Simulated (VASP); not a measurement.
Band structure of TlI (space group P6_3mc). All values below come from PBE GGA, VASP's PBE PAW potentials (set 64) (plane waves; VASP).

The path is coarsely sampled, so an indirect gap can come out somewhat too large. Unless said otherwise, spin-orbit coupling is left out, though it shifts the bands of the heavy elements here.

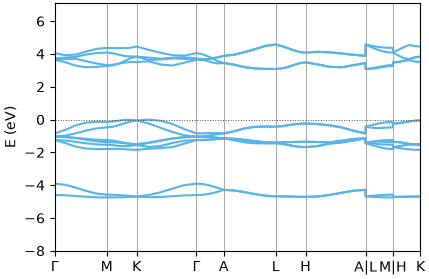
Fig. 1. Bands along high-symmetry lines, zero at the valence-band maximum or, without a gap, the Fermi level

Q: Read the plot: is there a gap, and where are the band edges?

A: The gap is indirect, 3.08 eV, from the valence maximum at K-Γ at 0.20 to the conduction minimum at L.

The structure was generated: TlI was put into an ordered model structure, which need not be its known phase. The cell was not relaxed at this level. The k-mesh is coarse (spacing up to 0.43 per Å, 2π included), so the numbers may not be converged in it.
